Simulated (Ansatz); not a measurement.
The calculation's input:

```
crystal:
  lattice:
    - [4.9791077113, 0.0, 0.0]
    - [-2.4895538556, 4.3120337661, 0.0]
    - [0.0, 0.0, 12.5628447308]
  atoms:
    - { symbol: K, position: [0.0, 0.0, 0.0] }
    - { symbol: K, position: [0.3333333333, 0.6666666667, 0.6599030859] }
    - { symbol: K, position: [0.6666666667, 0.3333333333, 0.3400969141] }
    - { symbol: I, position: [0.3333333333, 0.6666666667, 0.1689542524] }
    - { symbol: I, position: [0.6666666667, 0.3333333333, 0.8310457476] }
basis:
  ecutwfc: 420
kpoints:
  mp_grid: { grid: [12, 12, 4] }
hamiltonian:
  xc: pbe
scf:
  occupations: { method: gaussian, width: 0.1 }
output:
  forces: true
  stress: true
  eigenvalues: true
  write_density: true
  write_potential: true
  elf: true
  volumetric_format: npy
relax:
  adjacent_minimum: "off"
  f_tol: 0.01
  max_steps: 80
  cell: { stress_tol: 0.05 }
```

Run with:

```sh
ansatz run input.yaml --threads 1 --pin off --max-ram 2560MiB --backend cpu --events-out ev --progress --plain --runs-dir out
```

Below, planes, directions and counts refer to the conventional cell (a = 4.98 Å, b = 4.98 Å, c = 12.56 Å, α = 90.00°, β = 90.00°, γ = 120.00°).

The fields are those of the run's last geometry, not of the input's.

Space group P-3m1; started from the A-type sesquioxide_164 prototype, which need not be the ambient phase; computed without spin polarisation.

Level of theory: DFT PBE, scalar-relativistic, plane waves, PAW (Ansatz).

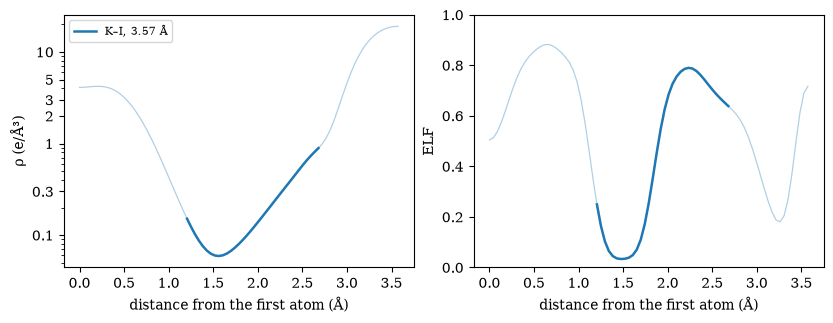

K3I2. Valence pseudo-density and electron localisation function along straight lines between neighbouring atoms. Thin, pale parts lie inside the atomic spheres.

The density is the valence pseudo-density of a PAW calculation; it isn't the true density close to the nuclei.

Question: What can be read from the curves?

Answer: K–I (3.57 Å): ρ is about 0.08 e/Å³ halfway, with its minimum of 0.06 e/Å³ about 1.6 Å from K; the ELF peaks at about 0.80 in the valence shell of I, 1.3 Å from its nucleus, and drops to about 0.05 between the two atoms (no shared electron pair shows on this line).
